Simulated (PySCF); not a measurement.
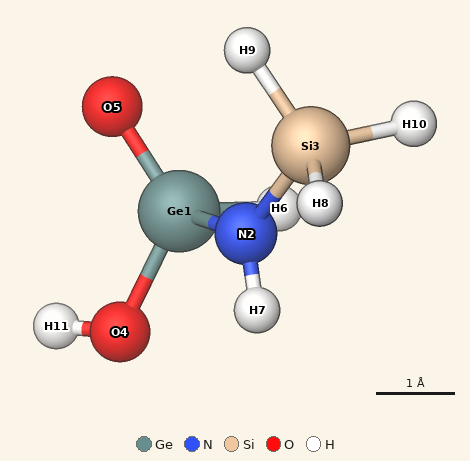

Figure 1. The starting structure (ball-and-stick view, seen at a tilt; atoms are numbered from 1 in the order of the input). Sticks mark near contacts. Bond lengths as drawn: Ge–H 1.51 Å, Ge–N 1.87 Å, Ge–O 1.61 to 1.76 Å, H–N 1.01 Å, H–O 0.92 Å, H–Si 1.45 to 1.48 Å and N–Si 1.75 Å.

## GeSiNH$_{6}$O$_{2}$: geometry relaxation (part 1 of 2)

GeSiNH$_{6}$O$_{2}$, multiplicity 2, computed with PBE0-D3(BJ)/def2-SVP geometry optimisation, gas phase (PySCF 2.14.0).

The program's output:
```
step   0  E = -2574.13931663  max force = 0.086161
step   1  E = -2574.17094050  max force = 0.027687
step   2  E = -2574.17424465  max force = 0.014862
step   3  E = -2574.17535716  max force = 0.003183
step   4  E = -2574.17565078  max force = 0.002444
step   5  E = -2574.17597727  max force = 0.003907
step   6  E = -2574.17622762  max force = 0.003586
step   7  E = -2574.17687362  max force = 0.003421
step   8  E = -2574.17710940  max force = 0.001771
step   9  E = -2574.17739353  max force = 0.002546
step  10  E = -2574.17754446  max force = 0.003233
step  11  E = -2574.17767178  max force = 0.002460
step  12  E = -2574.17785463  max force = 0.001578
step  13  E = -2574.17793160  max force = 0.002473
step  14  E = -2574.17801093  max force = 0.002161
step  15  E = -2574.17805469  max force = 0.001152
step  16  E = -2574.17808076  max force = 0.000694
step  17  E = -2574.17809256  max force = 0.000627
step  18  E = -2574.17810432  max force = 0.000595
step  19  E = -2574.17812040  max force = 0.000546
step  20  E = -2574.17813564  max force = 0.000522
step  21  E = -2574.17814813  max force = 0.000386
optimisation converged
```

Trajectory as extended XYZ (Å, eV, eV/Å), 22 frames, from step=0 to step=21:
```
11
Properties=species:S:1:pos:R:3:forces:R:3 step=0 energy=-70045.89861
Ge    1.2506    0.1903    0.4493   -1.4503  -4.4306  -4.0818
N    -0.3034   -0.2007   -0.5229    0.6498   0.9916   0.5295
Si   -1.9779   -0.0808   -0.0454    1.4546  -0.2950   0.2590
O     2.5151    0.0155   -0.7577   -1.5863  -1.4699  -0.5139
O     1.2981    1.4661    1.4362    0.1433   3.9948   3.1791
H     1.2180   -1.0957    1.2468    0.3299  -0.3916   0.9855
H    -0.0847   -0.7329   -1.3504    0.1038  -0.1947  -0.3545
H    -2.6661   -0.1726   -1.3137   -0.8393   0.0296  -0.6302
H    -2.1296    1.1899    0.6867   -0.2868   0.2534   0.1307
H    -2.2887   -1.2287    0.8338   -0.4965  -0.1598   0.2657
H     3.2014    0.6210   -0.6524    1.9778   1.6721   0.2310
11
Properties=species:S:1:pos:R:3:forces:R:3 step=1 energy=-70046.75914
Ge    1.2243    0.0747    0.4134    0.2315  -1.4237  -0.1444
N    -0.2730   -0.2270   -0.5525   -0.2212   0.3439  -0.0010
Si   -1.9437   -0.0747   -0.0737    0.2031  -0.1696   0.0560
O     2.5251   -0.0011   -0.7889   -0.1768   0.1477   0.0469
O     1.2625    1.4714    1.4929   -0.0986   0.4360   0.0625
H     1.3877   -1.1000    1.4245    0.1662   0.3546   0.1074
H    -0.0676   -0.7488   -1.4012   -0.0159   0.1052  -0.0449
H    -2.7504   -0.0996   -1.3192   -0.1587   0.0617  -0.0943
H    -2.1162    1.1967    0.6845   -0.0268   0.0337  -0.0205
H    -2.4146   -1.1950    0.8074   -0.0157   0.0363  -0.0125
H     3.1987    0.6748   -0.6770    0.1128   0.0743   0.0450
11
Properties=species:S:1:pos:R:3:forces:R:3 step=2 energy=-70046.84905
Ge    1.2409    0.0093    0.4357    0.0152  -0.7642  -0.2353
N    -0.2737   -0.2508   -0.5329    0.0194   0.1013   0.1517
Si   -1.9490   -0.0777   -0.0811    0.0591  -0.0284   0.0493
O     2.5167   -0.0126   -0.7893    0.0010   0.0662  -0.0302
O     1.2406    1.4830    1.4229   -0.0941   0.3584   0.0981
H     1.5012   -1.0730    1.5102    0.0146   0.1485   0.0108
H    -0.0738   -0.7433   -1.3996    0.0043   0.0780  -0.0656
H    -2.7592   -0.0293   -1.3341   -0.0060   0.0313   0.0008
H    -2.1052    1.1765    0.7109   -0.0186   0.0114  -0.0134
H    -2.4676   -1.2063    0.7587   -0.0056  -0.0016  -0.0127
H     3.1618    0.6956   -0.6912    0.0109  -0.0008   0.0465
11
Properties=species:S:1:pos:R:3:forces:R:3 step=3 energy=-70046.87933
Ge    1.2366   -0.0459    0.4356    0.1412  -0.0151  -0.1353
N    -0.2660   -0.2763   -0.5428   -0.0539  -0.1246   0.0710
Si   -1.9310   -0.0789   -0.0687   -0.0960   0.0403  -0.0141
O     2.5208   -0.0370   -0.7792    0.0717  -0.0327  -0.0467
O     1.1621    1.5072    1.3175   -0.0503   0.1637   0.0682
H     1.5333   -1.0399    1.5674   -0.0290  -0.0474   0.0305
H    -0.0754   -0.7284   -1.4341   -0.0178   0.0780  -0.0179
H    -2.7527    0.0548   -1.3103    0.0240  -0.0022   0.0152
H    -2.0553    1.1488    0.7701    0.0118  -0.0194   0.0001
H    -2.4798   -1.2261    0.7243    0.0119  -0.0167  -0.0089
H     3.1400    0.6932   -0.6696   -0.0137  -0.0239   0.0380
11
Properties=species:S:1:pos:R:3:forces:R:3 step=4 energy=-70046.88732
Ge    1.2450   -0.0415    0.4301    0.0156   0.1139  -0.0446
N    -0.2712   -0.2739   -0.5331    0.0470  -0.1257   0.0526
Si   -1.9401   -0.0869   -0.0637   -0.0298   0.0304   0.0143
O     2.5382   -0.0598   -0.7770   -0.0115  -0.0450  -0.0282
O     1.1580    1.5398    1.2736   -0.0105   0.0414   0.0027
H     1.5362   -1.0117    1.5846   -0.0339  -0.0403   0.0106
H    -0.0849   -0.6996   -1.4377   -0.0072   0.0551  -0.0368
H    -2.7531    0.0814   -1.3059    0.0193  -0.0043   0.0048
H    -2.0682    1.1171    0.8066    0.0066  -0.0101   0.0109
H    -2.4906   -1.2575    0.6932    0.0064  -0.0098  -0.0110
H     3.1634    0.6640   -0.6605   -0.0019  -0.0056   0.0248
11
Properties=species:S:1:pos:R:3:forces:R:3 step=5 energy=-70046.89620
Ge    1.2423   -0.0207    0.4185   -0.0726   0.2009   0.0957
N    -0.2719   -0.2730   -0.5414    0.0502  -0.0986   0.0153
Si   -1.9380   -0.1058   -0.0504    0.0181  -0.0133  -0.0184
O     2.5595   -0.1077   -0.7599   -0.0596  -0.0086  -0.0045
O     1.1316    1.6119    1.1762    0.0557  -0.1293  -0.0651
H     1.4940   -0.9470    1.6201   -0.0251   0.0044  -0.0149
H    -0.0927   -0.6463   -1.4702    0.0146   0.0394  -0.0109
H    -2.7539    0.1357   -1.2772   -0.0081   0.0045  -0.0004
H    -2.0557    1.0441    0.8903    0.0082  -0.0027   0.0180
H    -2.4807   -1.3220    0.6366   -0.0074   0.0013  -0.0057
H     3.1981    0.6024   -0.6323    0.0260   0.0020  -0.0091
11
Properties=species:S:1:pos:R:3:forces:R:3 step=6 energy=-70046.90301
Ge    1.2397    0.0061    0.4185   -0.0968   0.1844   0.1287
N    -0.2706   -0.2679   -0.5379   -0.0065  -0.0752  -0.0182
Si   -1.9391   -0.1260   -0.0452    0.0573  -0.0360  -0.0186
O     2.5626   -0.1497   -0.7465   -0.0635   0.0300   0.0074
O     1.1400    1.6734    1.1030    0.0837  -0.1606  -0.0639
H     1.4553   -0.8832    1.6546   -0.0063   0.0259  -0.0105
H    -0.0895   -0.5953   -1.4832    0.0340   0.0211  -0.0130
H    -2.7519    0.1809   -1.2589   -0.0180   0.0134  -0.0011
H    -2.0550    0.9696    0.9583    0.0030   0.0022   0.0171
H    -2.4811   -1.3789    0.5723   -0.0122   0.0050  -0.0058
H     3.2222    0.5424   -0.6247    0.0253  -0.0101  -0.0220
11
Properties=species:S:1:pos:R:3:forces:R:3 step=7 energy=-70046.92059
Ge    1.2235    0.1034    0.4215   -0.1215   0.0562   0.0814
N    -0.2661   -0.2503   -0.5354   -0.1113   0.0029  -0.0342
Si   -1.9371   -0.1981   -0.0345    0.1040  -0.0743  -0.0277
O     2.5493   -0.2818   -0.6852    0.0063   0.1217   0.0294
O     1.2046    1.8563    0.8548    0.1023  -0.1759  -0.0290
H     1.3240   -0.6419    1.7618    0.0204   0.0691  -0.0017
H    -0.0780   -0.4230   -1.5193    0.0636  -0.0312  -0.0011
H    -2.7550    0.3311   -1.1644   -0.0447   0.0395   0.0105
H    -2.0383    0.6844    1.1631   -0.0157   0.0151   0.0107
H    -2.4768   -1.5456    0.3349   -0.0146   0.0114  -0.0050
H     3.2823    0.3370   -0.5871    0.0112  -0.0344  -0.0333
11
Properties=species:S:1:pos:R:3:forces:R:3 step=8 energy=-70046.92701
Ge    1.2156    0.1299    0.4216   -0.0727  -0.0242   0.0070
N    -0.2668   -0.2461   -0.5389   -0.0870   0.0314  -0.0245
Si   -1.9372   -0.2175   -0.0366    0.0704  -0.0540  -0.0192
O     2.5428   -0.3111   -0.6627    0.0032   0.0911   0.0154
O     1.2456    1.8924    0.7938    0.0681  -0.0705   0.0089
H     1.2864   -0.5674    1.7874    0.0152   0.0540   0.0177
H    -0.0711   -0.3865   -1.5267    0.0422  -0.0487   0.0027
H    -2.7665    0.3749   -1.1275   -0.0245   0.0324   0.0129
H    -2.0328    0.6004    1.2078   -0.0048   0.0077   0.0009
H    -2.4801   -1.5803    0.2638   -0.0055   0.0033  -0.0102
H     3.2969    0.2828   -0.5718   -0.0048  -0.0223  -0.0117
11
Properties=species:S:1:pos:R:3:forces:R:3 step=9 energy=-70046.93474
Ge    1.2008    0.1583    0.4226   -0.0121  -0.1309  -0.0692
N    -0.2693   -0.2444   -0.5491    0.0175   0.0667  -0.0032
Si   -1.9377   -0.2389   -0.0491   -0.0176  -0.0112   0.0074
O     2.5324   -0.3284   -0.6347   -0.0140  -0.0011  -0.0374
O     1.3077    1.9193    0.7536    0.0215   0.1092   0.0411
H     1.2408   -0.4798    1.8169   -0.0066   0.0235   0.0306
H    -0.0544   -0.3755   -1.5345   -0.0013  -0.0641   0.0134
H    -2.7845    0.4252   -1.0859    0.0092   0.0099   0.0081
H    -2.0224    0.5095    1.2404    0.0111  -0.0082  -0.0018
H    -2.4869   -1.6128    0.1780    0.0008  -0.0070  -0.0188
H     3.3062    0.2389   -0.5479   -0.0086   0.0131   0.0298
11
Properties=species:S:1:pos:R:3:forces:R:3 step=10 energy=-70046.93885
Ge    1.1842    0.2018    0.4160    0.0184  -0.1579  -0.0614
N    -0.2703   -0.2397   -0.5615    0.0630   0.1072   0.0166
Si   -1.9351   -0.2704   -0.0579   -0.0710   0.0094   0.0295
O     2.5195   -0.3635   -0.5945    0.0036  -0.0446  -0.0599
O     1.3758    1.9673    0.6671   -0.0048   0.1663   0.0319
H     1.1715   -0.3414    1.8504   -0.0184  -0.0001   0.0198
H    -0.0437   -0.3491   -1.5471   -0.0338  -0.0854   0.0092
H    -2.7989    0.4958   -1.0078    0.0177  -0.0021   0.0030
H    -1.9965    0.3584    1.2960    0.0152  -0.0166  -0.0051
H    -2.4900   -1.6564    0.0468    0.0055  -0.0055  -0.0250
H     3.3161    0.1686   -0.4973    0.0045   0.0292   0.0415
11
Properties=species:S:1:pos:R:3:forces:R:3 step=11 energy=-70046.94231
Ge    1.1798    0.2192    0.4093    0.0302  -0.0943  -0.0316
N    -0.2724   -0.2371   -0.5642    0.0695   0.1028   0.0108
Si   -1.9370   -0.2812   -0.0612   -0.0610   0.0178   0.0359
O     2.5170   -0.3720   -0.5840    0.0005  -0.0500  -0.0448
O     1.4099    1.9855    0.6371   -0.0290   0.1265   0.0116
H     1.1458   -0.2793    1.8601   -0.0151  -0.0206   0.0079
H    -0.0428   -0.3651   -1.5468   -0.0356  -0.0765   0.0049
H    -2.8050    0.5293   -0.9700    0.0174  -0.0054   0.0007
H    -1.9867    0.2919    1.3177    0.0122  -0.0179  -0.0043
H    -2.4952   -1.6688   -0.0156    0.0060  -0.0035  -0.0239
H     3.3193    0.1491   -0.4723    0.0047   0.0212   0.0328
11
Properties=species:S:1:pos:R:3:forces:R:3 step=12 energy=-70046.94729
Ge    1.1774    0.2316    0.3976    0.0424   0.0811   0.0067
N    -0.2738   -0.2365   -0.5690    0.0206   0.0461   0.0066
Si   -1.9378   -0.2862   -0.0600   -0.0055   0.0165   0.0015
O     2.5216   -0.3688   -0.5829   -0.0086  -0.0169   0.0196
O     1.4201    2.0050    0.6112   -0.0532  -0.0244  -0.0224
H     1.1261   -0.2287    1.8622    0.0048  -0.0400  -0.0175
H    -0.0475   -0.4217   -1.5432   -0.0077  -0.0368   0.0070
H    -2.8056    0.5687   -0.9268    0.0012  -0.0013   0.0051
H    -1.9676    0.2294    1.3408    0.0014  -0.0122   0.0065
H    -2.5017   -1.6720   -0.0776    0.0005  -0.0015  -0.0116
H     3.3214    0.1507   -0.4421    0.0042  -0.0107  -0.0017
11
Properties=species:S:1:pos:R:3:forces:R:3 step=13 energy=-70046.94938
Ge    1.1756    0.2459    0.3892    0.0371   0.1272   0.0214
N    -0.2731   -0.2346   -0.5727   -0.0227   0.0146  -0.0056
Si   -1.9353   -0.2924   -0.0563    0.0223   0.0075  -0.0139
O     2.5252   -0.3729   -0.5731   -0.0043   0.0108   0.0433
O     1.4101    2.0265    0.5729   -0.0448  -0.0854  -0.0226
H     1.1124   -0.1928    1.8601    0.0164  -0.0304  -0.0175
H    -0.0512   -0.4394   -1.5439    0.0064  -0.0223   0.0051
H    -2.8061    0.5951   -0.8860   -0.0084   0.0057   0.0092
H    -1.9505    0.1721    1.3622   -0.0054  -0.0052   0.0062
H    -2.5018   -1.6755   -0.1239   -0.0006   0.0000  -0.0060
H     3.3274    0.1394   -0.4183    0.0039  -0.0223  -0.0195
```
